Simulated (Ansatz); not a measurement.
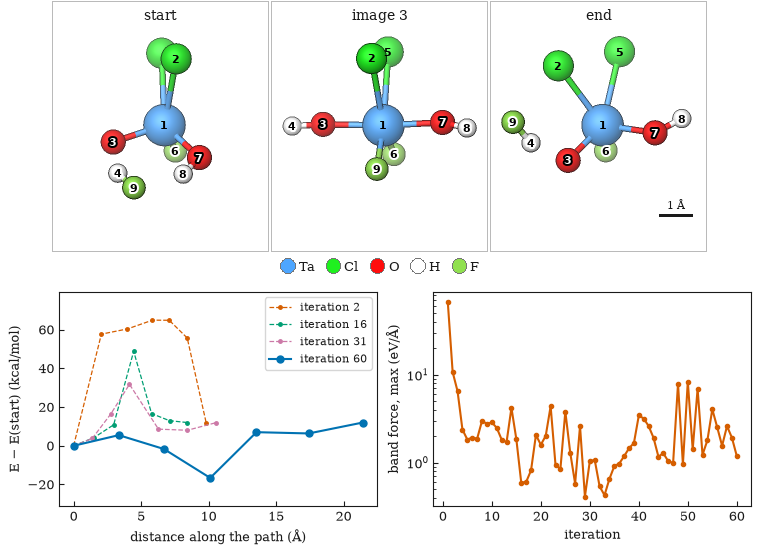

NEB run on TaH$_{2}$O$_{2}$Cl$_{2}$F$_{2}$ (multiplicity 2). Images are numbered from 0 (start) to 6 (end). The plot follows the band through its iterations. The picture is a ball-and-stick view, seen from a free direction.

Method: UKS PBE/def2-SVP in Ansatz. Settings: 5 movable images; climbing image; force threshold 0.05 eV/Å; iteration limit 60; starting path through a guess of the saddle point.

Judge this run.

The result isn't final. The band hadn't converged when the run stopped after 60 iterations. The largest component of the band force went from 68 to 1.2 eV/Å. The first iteration put the highest image at 271.1 kcal/mol. Relative to the start the highest point is image 6 at +12.0 kcal/mol and the end lies at +12.0 kcal/mol, but the profile dips to −16.6 kcal/mol at image 3 on the way, so there may be more than one step; on an unconverged band the side maxima are provisional.

The run took 18 min on 4 threads of Arm Neoverse V2, on a shared host, peak memory 0.3 GiB.
